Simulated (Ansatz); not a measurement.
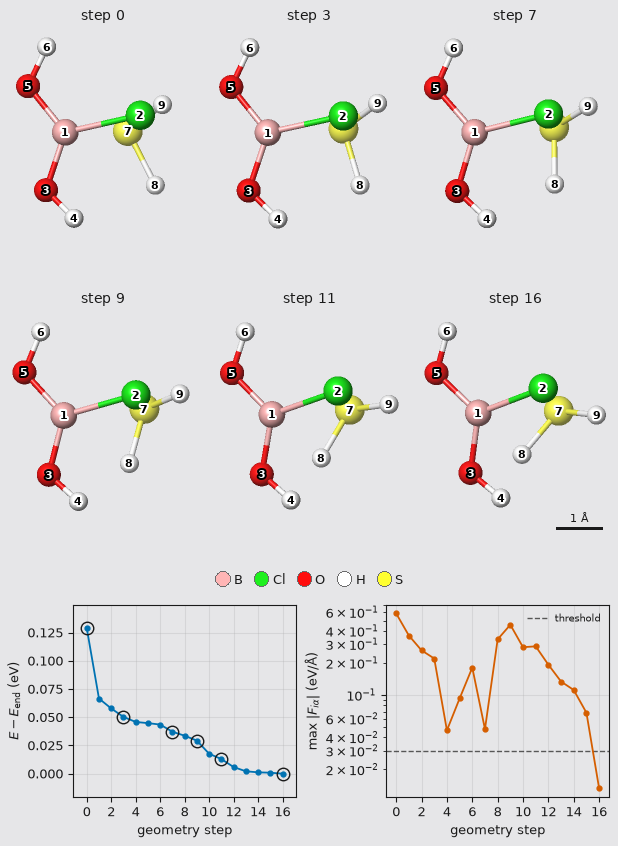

Frames of a relaxation of BH4SO2Cl, marked on the history of the run. The picture is a ball-and-stick view, seen from a free direction.

The run prepares an end point of a later path (reaction) calculation, from a guessed geometry.

These are results of RKS r2SCAN-D4/def2-SVP in Ansatz, not measurements.

Input
```yaml
crystal:
  periodic: [false, false, false]
  atoms:
    - { symbol: B, position_ang: [-0.028368, -0.389964, -0.112764] }
    - { symbol: Cl, position_ang: [-0.052823, -0.986764, 1.635683] }
    - { symbol: O, position_ang: [1.148106, -0.294747, -0.761192] }
    - { symbol: H, position_ang: [1.894988, -0.604681, -0.233881] }
    - { symbol: O, position_ang: [-1.193075, -0.204614, -0.763524] }
    - { symbol: H, position_ang: [-1.966691, -0.321334, -0.200448] }
    - { symbol: S, position_ang: [-0.044228, 2.497182, 1.013847] }
    - { symbol: H, position_ang: [1.247421, 2.436707, 1.411126] }
    - { symbol: H, position_ang: [-0.405528, 1.546413, 1.947952] }
basis:
  gaussian: { orbitals: def2-SVP }
hamiltonian:
  xc: r2scan
  dispersion: d4
relax:
  f_tol: 0.03
  max_steps: 50
output:
  orbitals: {}
```

Launched with:
```bash
ansatz run input.yaml --threads 4 --pin off --max-ram 5120MiB --backend cpu --events-out ev --progress --plain --runs-dir out
```

**Describe the path.**

H8 moves most after the best rigid fit: 1.06 Å. Largest moves by element: H 1.06 Å, S 0.44 Å, Cl 0.40 Å, O 0.31 Å, B 0.08 Å. Near-neighbour distances that change, for instance: B1–Cl2 1.848 → 1.803 Å, S7–H9 1.381 → 1.350 Å, B1–O3 1.347 → 1.355 Å. Over 16 geometry steps the energy falls by 0.129 eV. The largest force component goes from 0.58 to 0.013 eV/Å. From step 0 to 3: S and H atoms move most (0.31 Å), energy −0.079 eV. From step 3 to 7: H8 moves most (0.27 Å), energy −0.013 eV. From step 7 to 9: H8 moves most (0.31 Å), energy −0.008 eV. From step 9 to 11: H8 moves most (0.34 Å), energy −0.016 eV. From step 11 to 16: H9 moves most (0.23 Å), energy −0.013 eV.

Limits of the set-up: the start holds two separate molecules, 2.6 Å apart at their closest, whose relative position is a soft coordinate.
